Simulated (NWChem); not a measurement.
# UMP2/6-31++G(d,p) (spherical functions) run of AlOF2 (SMILES [O][Al]([F])[F])

Aim: the vertical ionisation energy of AlOF2 at UMP2/6-31++G** (spherical functions), from 2 runs. 

The calculation is run with NWChem 7.3.0.

**1. The system as given**

AlOF2 has 4 atoms, charge 0, and is taken as a doublet. SMILES: `[O][Al]([F])[F]`. The coordinates come from a PBE0-D4/def2-TZVP relaxation.

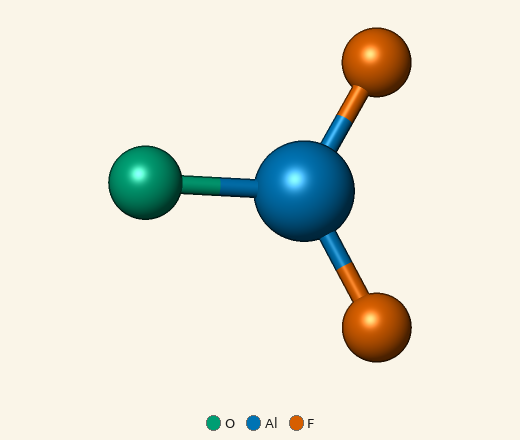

Viewed from a chosen angle; oxygen teal, aluminium blue, fluorine orange.

**2. The energy at UMP2/6-31++G(d,p) (spherical functions)**

mol.nw reads:

```
echo
start mol
title "AlF2O energy"
memory 2200 mb
charge 0
geometry units au noautosym nocenter noautoz
O   1.29049397 -1.72135153  2.38105492
Al -0.00113384  0.00812582 -0.06122713
F  -2.79150343 -0.75891401 -1.11966273
F   1.60702310  2.35818923 -1.23833753
end
basis spherical bse
O library 6-31++G**
Al library 6-31++G**
F library 6-31++G**
end
scf
doublet
uhf
thresh 1e-08
maxiter 80
print low
end
mp2
freeze core 8
tight
end
task mp2 energy
```

Run with:

```
$ nwchem mol.nw > mol.out
```

What it wrote:

```text
[...]
  functions       =    76
[...]
  wavefunction    = UHF
[...]
         Total SCF energy =   -515.808081002712
      One electron energy =  -1016.888504196095
      Two electron energy =    351.851643830892
 Nuclear repulsion energy =    149.228779362491
                       Sz =      0.5000
                 Sz(Sz+1) =      0.7500
                      S^2 =      0.7571
[...]
          Total MP2 energy          -516.350142863760
[...]
```

Wall time 21 s (1 thread of Intel Xeon 6975P-C (Granite Rapids), shared host); peak memory 0.17 GiB.

**3. The singlet cation, same level**

sp.xyz reads:

```xyz
4
AlF2O mp2
O      0.682900    -0.910900     1.260000
Al    -0.000600     0.004300    -0.032400
F     -1.477200    -0.401600    -0.592500
F      0.850400     1.247900    -0.655300
```

sp.nw reads:

```
echo
START sp
TITLE "AlF2O mp2"
memory 2200 mb
charge 1

GEOMETRY units angstroms noautosym nocenter noautoz
load sp.xyz
END

BASIS spherical bse
* library 6-31++G**
END

SCF
singlet
rhf
thresh 1e-08
maxiter 80
noprint "final vectors analysis"
END

MP2
freeze core 8
tight
END

TASK mp2 energy
```

Run with:

```
$ nwchem sp.nw > sp.out
```

What it wrote:

```text
[...]
  functions       =    76
[...]
  wavefunction    = RHF
[...]
         Total SCF energy =   -515.261522941370
      One-electron energy =  -1005.391123823613
      Two-electron energy =    340.900810728535
 Nuclear repulsion energy =    149.228790153708
        Time for solution =     16.4s
[...]
          Total MP2 energy          -515.776338121815
[...]
```

Wall time 18 s (1 thread of Intel Xeon 6975P-C (Granite Rapids), shared host); peak memory 0.16 GiB.

**4. Results**

At UMP2/6-31++G** (spherical functions), 8 core orbitals frozen:

```
                                                   quantity          value
                                doublet AlOF2: total energy  -516.35014 Eh
 doublet AlOF2: correlation energy (8 core orbitals frozen)     -542.1 mEh
           doublet AlOF2: ⟨S²⟩ of the reference determinant          0.757
                               singlet cation: total energy  -515.77634 Eh
singlet cation: correlation energy (8 core orbitals frozen)     -514.8 mEh
         vertical ionisation energy (to the singlet cation)      15.614 eV
```

**Reading.** The vertical ionisation energy comes to 15.61 eV (1507 kJ/mol). Only the singlet of the ionised species was computed; a triplet could lie lower. Mulliken charges (singlet cation) run from -0.36 on F3 to +1.22 on Al2; in a basis this large or diffuse they mean little.
